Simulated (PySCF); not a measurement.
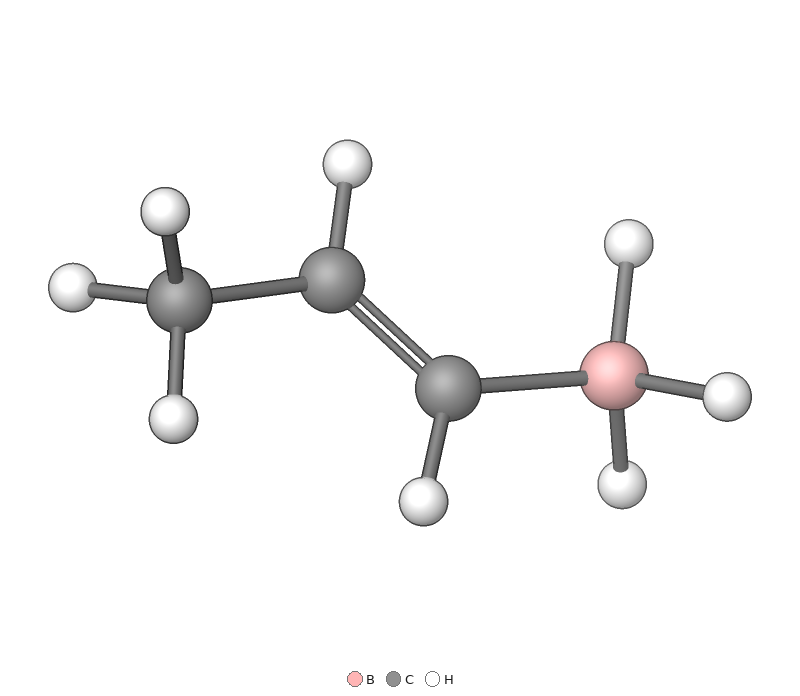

A ball-and-stick model of a molecule. Multiple sticks mark multiple bonds (one Kekulé form).

Charge −1, singlet.

What is the molecular formula?

C3H8B(-), 12 atoms: 3 carbon, 8 hydrogen and 1 boron.

How many atoms are distinct by symmetry?

10: 1 B, 1 C, 1 C, 1 C, 2 H, 1 H, 1 H, 1 H, 2 H, 1 H.

Give a SMILES string for it.

[BH3-]/C=C/C

Does it have rings?

It has no ring.

Name some functional groups or characteristic bonds that it holds.

Among them: alkene, B–H bond.

More results for the same structure follow; atom numbers are the same in all pictures, views and colours differ. The geometry was computed by an optimisation with PBE0-D3(BJ)/def2-SVP. No frequency run is at hand to confirm it as a minimum.

### Charges

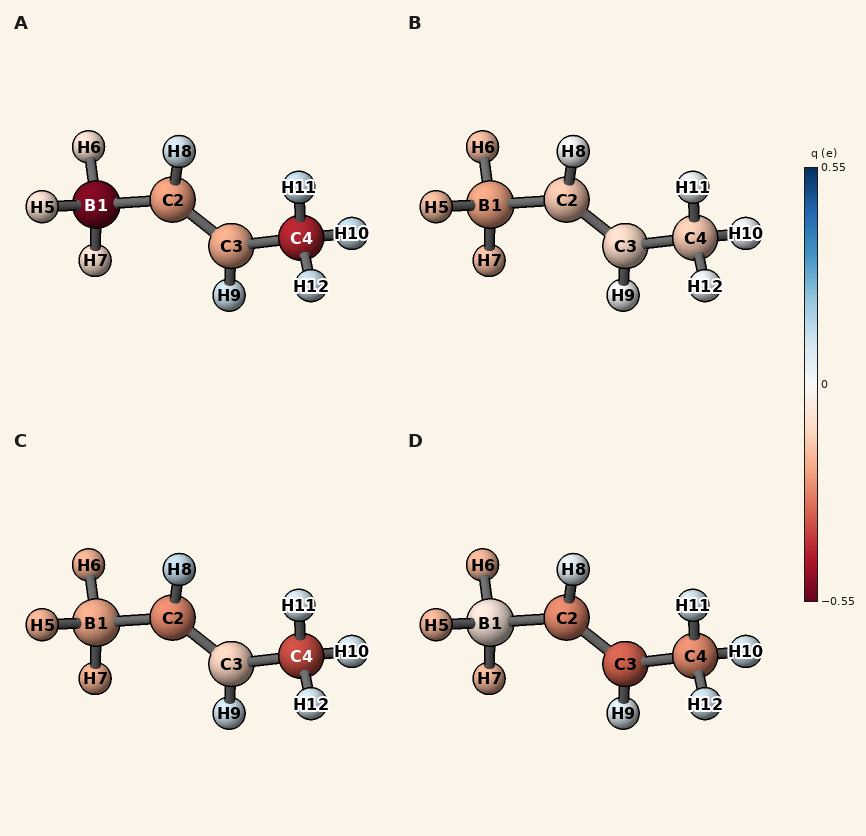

Atomic charges of one calculation by 4 schemes, on one colour scale. No frequency run is at hand to confirm it as a minimum. Method: PBE0/pcSseg-1 in chloroform (IEF-PCM) (PySCF 2.14.0).

The schemes are ESP-fitted, Hirshfeld, IAO, Mulliken. Which panel shows which?

A IAO, B Hirshfeld, C ESP-fitted, D Mulliken.

List the charges (e), one line for each set of equivalent atoms.

```json
{"atom": "B1", "IAO": "−0.51", "Hirshfeld": "−0.21", "ESP-fitted": "−0.20", "Mulliken": "−0.06"}
{"atom": "C2", "IAO": "−0.22", "Hirshfeld": "−0.15", "ESP-fitted": "−0.25", "Mulliken": "−0.26"}
{"atom": "C3", "IAO": "−0.20", "Hirshfeld": "−0.10", "ESP-fitted": "−0.12", "Mulliken": "−0.32"}
{"atom": "C4", "IAO": "−0.41", "Hirshfeld": "−0.13", "ESP-fitted": "−0.36", "Mulliken": "−0.25"}
{"atom": "H5, H6", "IAO": "−0.08", "Hirshfeld": "−0.17", "ESP-fitted": "−0.19", "Mulliken": "−0.18"}
{"atom": "H7", "IAO": "−0.08", "Hirshfeld": "−0.16", "ESP-fitted": "−0.19", "Mulliken": "−0.18"}
{"atom": "H8", "IAO": "0.09", "Hirshfeld": "0.00", "ESP-fitted": "0.13", "Mulliken": "0.05"}
{"atom": "H9", "IAO": "0.11", "Hirshfeld": "0.01", "ESP-fitted": "0.10", "Mulliken": "0.07"}
{"atom": "H10, H12", "IAO": "0.13", "Hirshfeld": "0.03", "ESP-fitted": "0.10", "Mulliken": "0.11"}
{"atom": "H11", "IAO": "0.13", "Hirshfeld": "0.03", "ESP-fitted": "0.09", "Mulliken": "0.10"}
```

### Quadrupole coupling

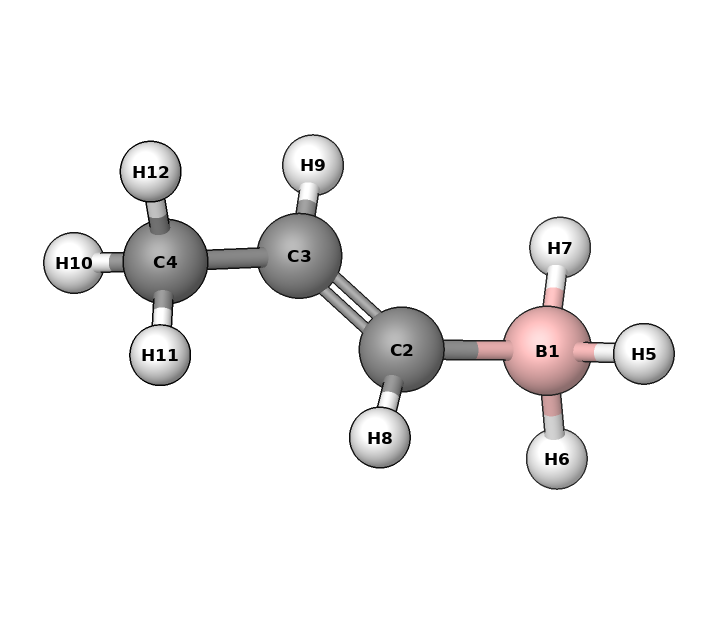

No frequency run is at hand to confirm it as a minimum. Electric field gradients from the ground-state density, PBE0/pcSseg-1 in chloroform (IEF-PCM) (PySCF 2.14.0), non-relativistic apart from any core potentials.

Give the largest field-gradient component, the quadrupole coupling constant and the asymmetry for 11B at B1 (Q = 40.59 mb).

```csv
atom,V_zz (a.u.),e²qQ/h (MHz),η
B1,−0.023,−0.224,0.60
```

### NMR shielding

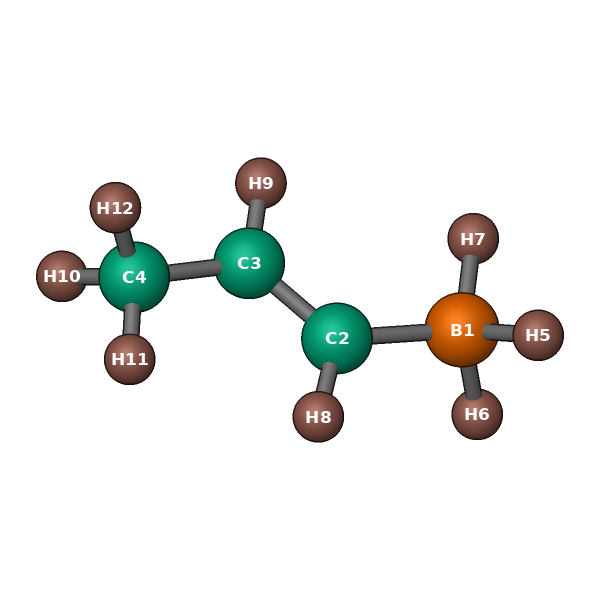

No frequency run is at hand to confirm it as a minimum. Method: GIAO PBE0/pcSseg-1 NMR shielding, non-relativistic, IEF-PCM chloroform (PySCF 2.14.0). Principal shieldings σ11 ≤ σ22 ≤ σ33, span Ω = σ33 − σ11, skew κ = 3(σiso − σ22)/Ω.

Give the shielding tensors of the B atoms.

```csv
atom,σ11,σ22,σ33,σiso,Ω,κ
B1,126.7,129.8,151.9,136.1,25.2,0.75
```

Shieldings and span in ppm.

### Electronic properties

No frequency run is at hand to confirm it as a minimum. Level of theory: ωB97X-D/def2-SVPD in dichloromethane (IEF-PCM) (PySCF 2.14.0). Excitations: vertical, linear response.

Estimate the lowest vertical singlet excitation.

6.04 eV.

What is the brightest of the 6 lowest singlets?

6.55 eV.

What is the mean static polarisability?

93.0 bohr³.

Estimate the HOMO energy (Kohn–Sham orbital).

−7.33 eV.

Mulliken values depend strongly on the basis set and can even reverse the polarity of a bond.
